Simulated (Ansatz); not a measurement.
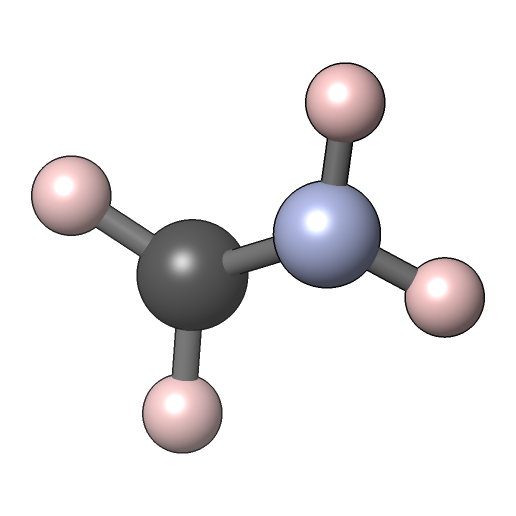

A ball-and-stick model of a molecule. Every bond is drawn as one stick, whatever its order. Colours: carbon dark grey, nitrogen light blue, hydrogen pink.

Charge 0, doublet. The geometry was computed by an optimisation with PBE0-D4/def2-TZVP.

Identify the structure.

Formula CH₄N. The point group is Cs. It is an open-shell species.

More results for the same structure follow; atom numbers are the same in all pictures, views and colours differ.

## Electronic properties

Properties computed with UKS SPW92 (LDA)/def2-TZVPP (Ansatz 0.2.0).

> Estimate the ⟨S²⟩ of the determinant.

0.752.

## Thermal motion

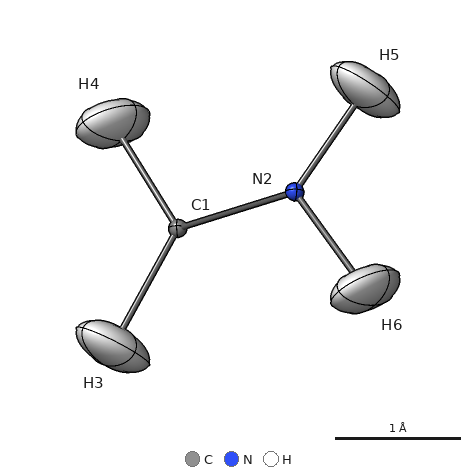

Displacement ellipsoids at the 50 % level, enlarged 1.5 times, from the internal vibrations of the free molecule (harmonic, no overall translation or rotation; no half-axis is drawn under 0.075 Å). Vibrations computed with UKS PBE0-D4/def2-TZVP (Ansatz 0.2.0). Temperature: 400 K.

> Which atom has the largest mean-square displacement?

H3, H4, with U_eq = 0.0146 Å².

> Does H5 move more along its bond or across it?

Across it: the root-mean-square amplitude is 0.067 Å along the bond and up to 0.159 Å across, since bending and torsion are softer than stretching.

Give the displacement parameters, one line for each set of equivalent atoms.

```tsv
atom	U_eq (Å²)	rms amplitudes (Å)
C1	0.00052	0.016, 0.024, 0.027
N2	0.00038	0.014, 0.018, 0.024
H3, H4	0.0146	0.071, 0.114, 0.161
H5, H6	0.0143	0.067, 0.115, 0.159
```

## Dipole moment

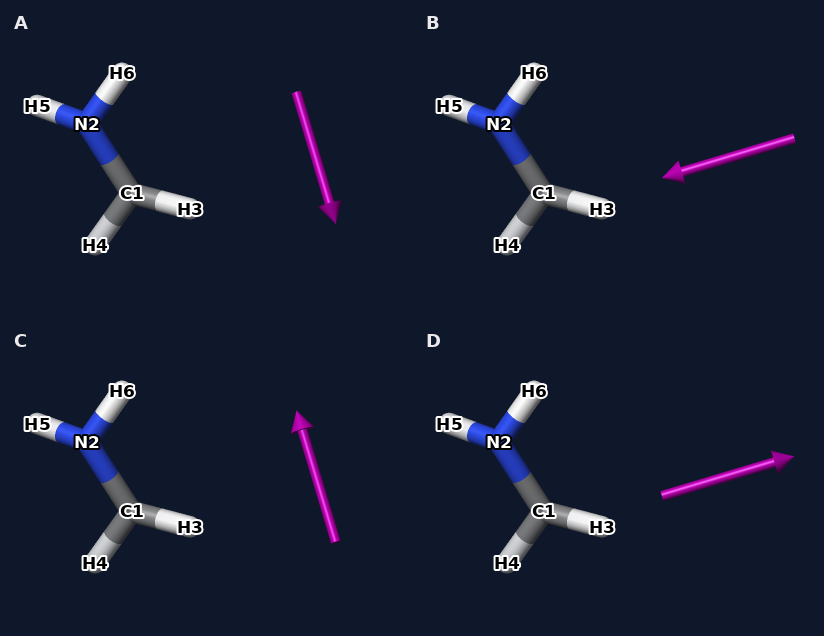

The same molecule four times, each with an arrow. Level of theory: UKS PBE0-D4/def2-TZVP (Ansatz 0.2.0).

> Which arrow points along the dipole moment, from the negative to the positive end?

C. The dipole moment is 1.20 D; it points from the side of H3, H4 to the side of H5, H6 (the outermost atoms at the two ends).
